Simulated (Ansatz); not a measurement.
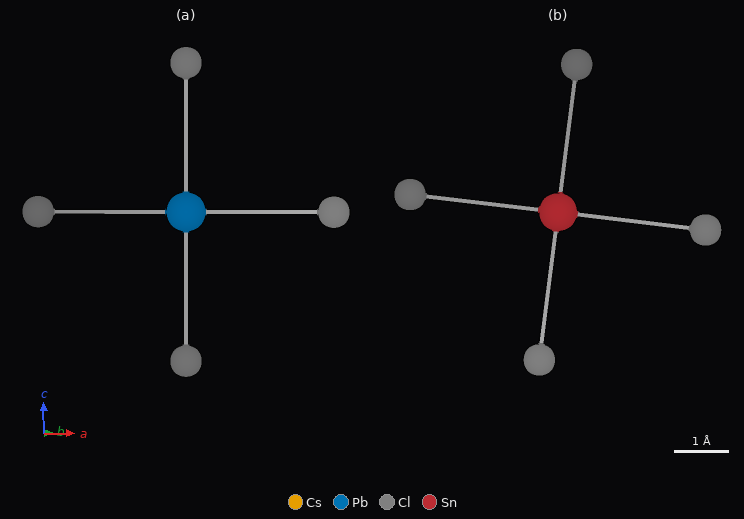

Left: perfect CsPbCl₃. Right: the same region with one point defect, after relaxing the atoms in a supercell of 40 sites. The picture is a ball-and-stick view of the atoms within 5.4 Å of one point, in a slice 3.4 Å thick across the line of sight, seen from a free direction.

All numbers below come from Ansatz, DFT, PBEsol, PAW, plane waves. Set-up: plane-wave cutoff 420 eV; k-point mesh 1 × 1 × 1; mesh shifted by (0.25, 0.25, 0.25); no spin polarisation. Fermi-Dirac smearing of 0.01 eV. The axes drawn are those of the host's conventional cell.

**What kind of defect was made?**

A lead atom is replaced by tin.

The charge state of the cell is 0.

**How does the lattice respond?**

In the host the Pb atom has 6 Cl at 2.81 Å; the Sn atom ends with 6 Cl at 2.80 to 2.82 Å. Of the host's atoms, a chlorine atom moves furthest from its site, by 0.60 Å.
